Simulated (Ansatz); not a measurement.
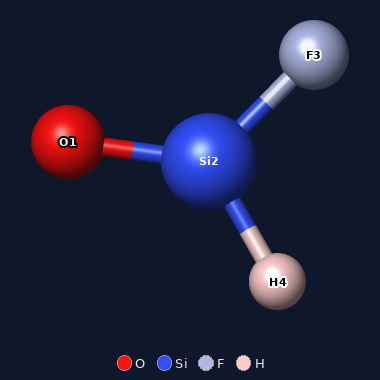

The system is FHOSi, SMILES O=[SiH]F; the picture shows the reference structure. Coordinates scanned: (1) umbrella angle at Si2 (between each of its bonds and their common axis; 90 is planar); (2) change of the bonds Si2–O1, Si2–F3, Si2–H4, all alike. Nothing is relaxed (all other coordinates rigid). The scan uses a 15 × 15 grid; 120 points were computed and 105 follow by symmetry. Points are written as (first, second). All energies are given in kJ/mol relative to the lowest grid point. All numbers below come from Ansatz, RKS CAM-B3LYP-D4/def2-TZVP.

Its coordinates:

```xyz
4

O     0.6393   -0.8477    1.1737
Si    0.0525   -0.0279    0.0624
F    -1.2848   -0.3228   -0.7127
H     0.5931    1.1983   -0.5234
```

Range: umbrella angle at Si2 (between each of its bonds and their common axis; 90 is planar) from 66.0 to 114.0°; change of the bonds Si2–O1, Si2–F3, Si2–H4, all alike from −0.166 to 0.257 Å.

Predict the map.

Answer. The lowest grid point is at (90.0°, 0.015 Å). No other kind of well shows on this grid. The highest grid point, (66.0°, −0.166 Å), lies 425 kJ/mol above the lowest. Round the minimum the two coordinates are nearly uncoupled.

```
second ↓, first →  66.0  69.4  72.9  76.3  79.7  83.1  86.6  90.0  93.4  96.9  100.3  103.7  107.1  110.6  114.0
            0.257   344   319   297   280   266   256   250   248   250   256    266    280    297    319    344
            0.227   306   279   255   237   222   212   205   203   205   212    222    237    255    279    306
            0.197   269   241   216   196   181   170   163   161   163   170    181    196    216    241    269
            0.166   235   205   179   158   141   130   122   120   122   130    141    158    179    205    235
            0.136   206   174   147   124   107    95    87    84    87    95    107    124    147    174    206
            0.106   183   149   119    96    77    64    56    54    56    64     77     96    119    149    183
            0.076   164   129    98    73    54    40    31    28    31    40     54     73     98    129    164
            0.045   153   115    83    56    36    22    13    10    13    22     36     56     83    115    153
            0.015   151   111    77    49    28    12     3     0     3    12     28     49     77    111    151
           −0.015   159   117    80    52    29    13     3     0     3    13     29     52     80    117    159
           −0.045   179   134    96    66    42    25    15    12    15    25     42     66     96    134    179
           −0.076   214   167   126    95    70    52    42    38    42    52     70     95    126    167    214
           −0.106   264   215   172   139   113    95    84    80    84    95    113    139    172    215    264
           −0.136   333   282   237   202   175   156   144   141   144   156    175    202    237    282    333
           −0.166   425   370   324   288   259   239   227   223   227   239    259    288    324    370    425
```

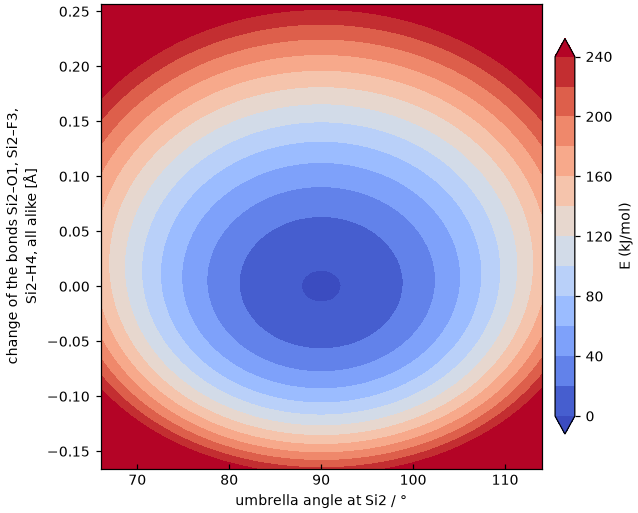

In the figure: filled contours, one colour for all values above the top of the scale. Between grid points the surface is interpolated.

Time for the 120 points that were run: 4.2 min on 1 thread of Arm Neoverse V2, on a shared host.
